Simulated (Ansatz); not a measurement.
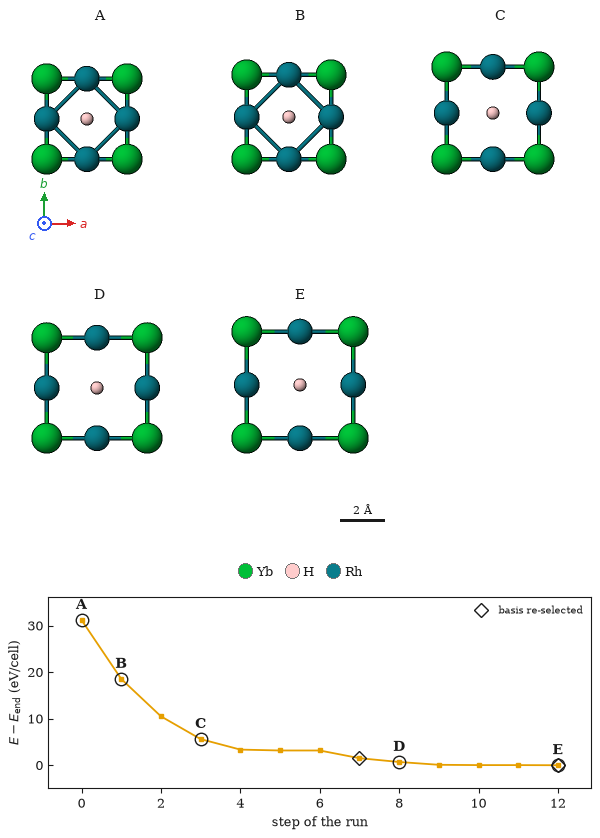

Frames of a relaxation of crystalline YbHRh$_{3}$ (a generated structure, set up in Pm-3m) (coarse preliminary run), marked on the history of the run. Style: ball-and-stick. Shown: the cell of the calculation, along the c axis.

Computed with Ansatz 0.2.0, DFT PBE, scalar-relativistic, plane waves, PAW. Set-up: plane-wave cutoff 420 eV; k-point mesh 6 × 6 × 6; occupations gaussian; smearing width 0.1 eV; no spin polarisation; cell and atoms relaxed; force threshold 0.04 eV/Å; at most 70 steps.

> What happens along the run?

Over 10 accepted moves (12 points after the start) the energy falls by 31.224 eV per cell of the calculation. All forces vanish by symmetry, so only the cell relaxes. The pressure goes from 346.28 to 0.25 GPa. The SCF was repeated twice at an unchanged geometry on a basis and grid sized afresh for the cell, which shifted the energy by 1.652 eV per cell of the calculation at most. No atom moves by more than 0.005 Å relative to the cell. The volume changes by +132.5 %, with a = b = c 3.675 → 4.869 Å (+32.5 %). Among the contacts that change: Rh–Rh 2.599 → 3.443 Å, Rh–Yb 1.838 → 2.434 Å. Bonds break, among them: Rh–Rh (2.60 → 3.44 Å). The space group stays Pm-3m (No. 221). From step 0 to 1: volume +15.3 %, energy −12.675 eV per cell of the calculation. From step 1 to 3: volume +31.0 %, energy −12.932 eV per cell of the calculation. From step 3 to 8: volume +29.0 %, energy −4.921 eV per cell of the calculation. From step 8 to 12: volume +19.3 %, energy −0.697 eV per cell of the calculation.

Limits of the set-up: 4f states are treated without a Hubbard U.
